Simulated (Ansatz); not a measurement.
Consider Os in the hcp (Mg type) structure (space group P6_3/mmc, No. 194; a = 2.754 Å, c = 4.347 Å; relaxed with 0.1 eV smearing). Axes: x lies along a and z along c of the hexagonal cell.

Structures relaxed with plane-wave PAW DFT at the PBE level (Ansatz, an electronic-structure program, 420 eV), without spin-orbit coupling.

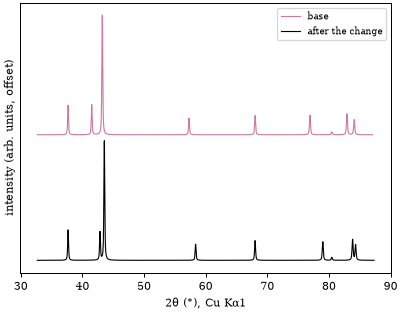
Fig. 1. Simulated powder patterns before (top) and after one change

**Question.** Which change produced these results?
A) uniaxial strain ε_zz = +2.50 %
B) uniaxial strain ε_zz = +0.50 %
C) uniaxial strain ε_zz = −1.50 %
D) uniaxial strain ε_zz = −3.00 %

**Answer.** D, uniaxial strain ε_zz = −3.00 %. Its volume per atom is 13.85 Å³ against 14.28 Å³, and its space group is P6_3/mmc (No. 194).

Whether these cells are dynamically stable was not tested. The final runs are not spin-polarised.
